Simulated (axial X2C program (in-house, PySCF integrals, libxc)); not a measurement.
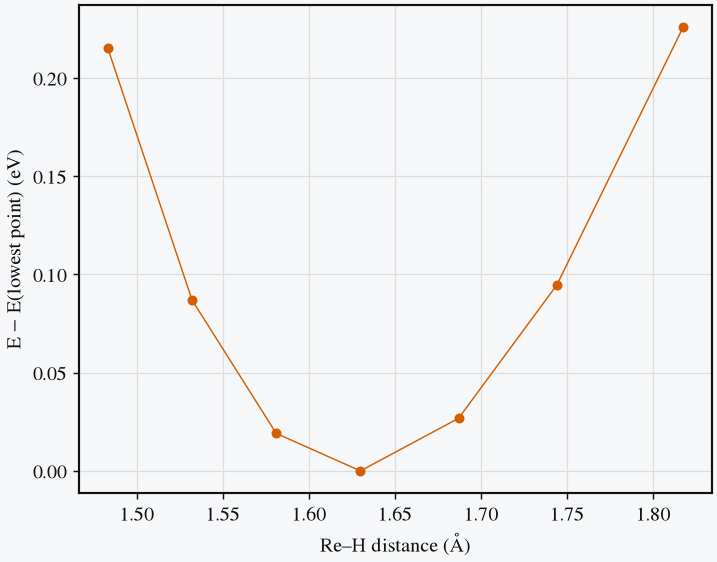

Energy at 7 bond lengths, for one set of occupations held fixed; the line joins the points. A polynomial of degree 5 through 7 points gives rₑ = 1.628 Å, ωₑ = 2120 cm⁻¹, ωₑxₑ = 38 cm⁻¹ and Bₑ = 6.349 cm⁻¹. The minimum lies 2.19 eV below Re + H, each computed as one determinant at the same level.

## Relativistic diatomic calculation, with input and output: ReH

System: ReH, single determinant with Ω = 2.
Method: PBE0, two-component X2C with atomic mean-field Coulomb and Gaunt terms, Re dyall-cv3z, H dyall-v3z (cores contracted) (axial X2C program (in-house, PySCF integrals, libxc)).

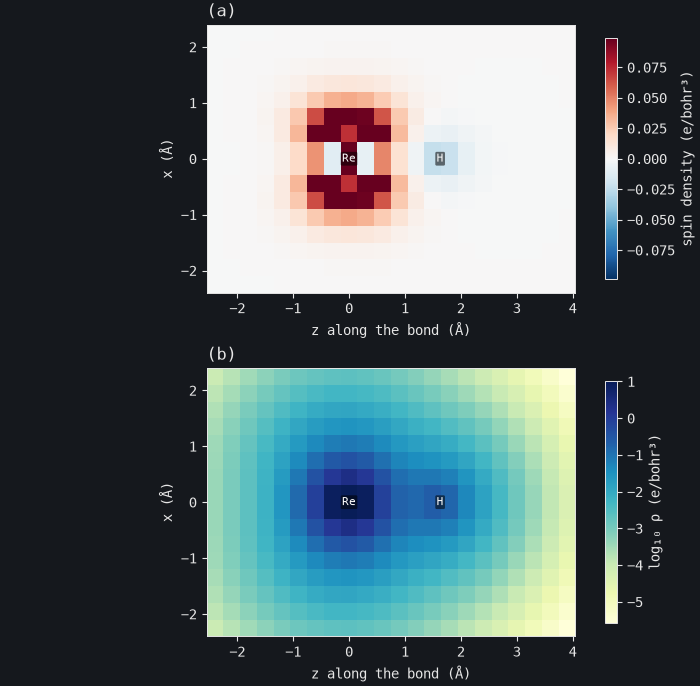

(a) spin density; (b) electron density on a logarithmic scale, in a plane that holds the axis, at 1.63 Å, on points 0.3 Å apart (one half computed, the other mirrored); the structure near the nuclei is finer than these points.

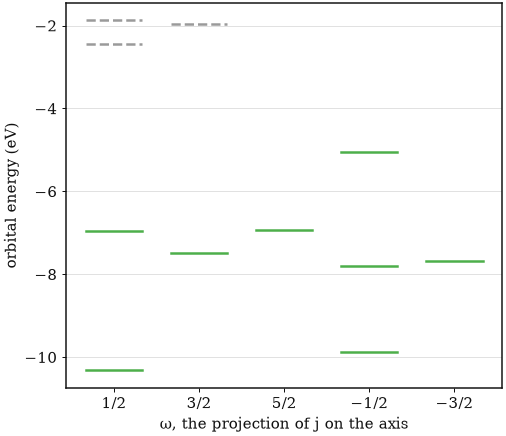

Orbital energies near the frontier at 1.63 Å, filled (solid) and empty (dashed). The highest filled spinor (−1/2; 57 % Re s, 34 % Re d) lies at −5.06 eV, the lowest empty one (1/2; 54 % Re p, 25 % Re d) at −2.43 eV.

Input and output of the run follow.

The input:
```
{"zs": [75, 1], "q": 0, "bas": ["dyall-cv3z", "dyall-v3z"], "levels": ["PBE0", "HF", "PBE"], "cc": true, "r0": 1.63, "thr": -2.0, "nmax": 90, "npts": 10, "nst": 2, "ntry": 6}
```

The line is the task of a batch: nuclear charges, charge, bases, the levels to run, a first guess of the distance and further settings. This report covers PBE0 with spin-orbit coupling. The log is that of the reference distance 1.63 Å, started from orbitals converged before.

Launched within a batch (the task file carries these settings):
```bash
python <driver script> task.json out
```

The program's output:
```
two-component X2C + atomic mean field  PBE0
basis functions 202  fitting functions 987  grid points 5075
iter        total energy     max residual
   1     -16693.426119450     9.52e-05
   2     -16693.426119452     1.78e-05
converged
one-electron -22931.86855977  Coulomb 6565.61856920  exact exchange -82.89512124  xc functional -253.93888448  nuclear repulsion 24.34864467  atomic mean-field constant -14.69076783
```

The points of the curve:

```tsv
R (Å)	E (hartree)	dipole (D; origin at the first atom, positive when the second is positive)	highest filled (eV)	lowest empty (eV)
1.483	−16693.418216	−1.12	−5.08	−2.21
1.532	−16693.422923	−1.15	−5.07	−2.28
1.581	−16693.425418	−1.19	−5.06	−2.35
1.630	−16693.426119	−1.22	−5.06	−2.43
1.687	−16693.425136	−1.25	−5.06	−2.53
1.744	−16693.422641	−1.29	−5.05	−2.63
1.817	−16693.417823	−1.32	−5.06	−2.76
```

Summary:

- outcome: converged
- bond length rₑ: 1.628 Å
- ωₑ: 2120 cm⁻¹
- energy at the minimum: −16693.42612 hartree
- depth below the fragments: 2.19 eV
- hardware: 1 thread of Arm Neoverse V1, 24 GiB of memory available, shared host
- wall time: 14 s
- peak memory: 0.54 GiB

Notes:

To bear in mind: 7 of the 10 points asked for were kept.
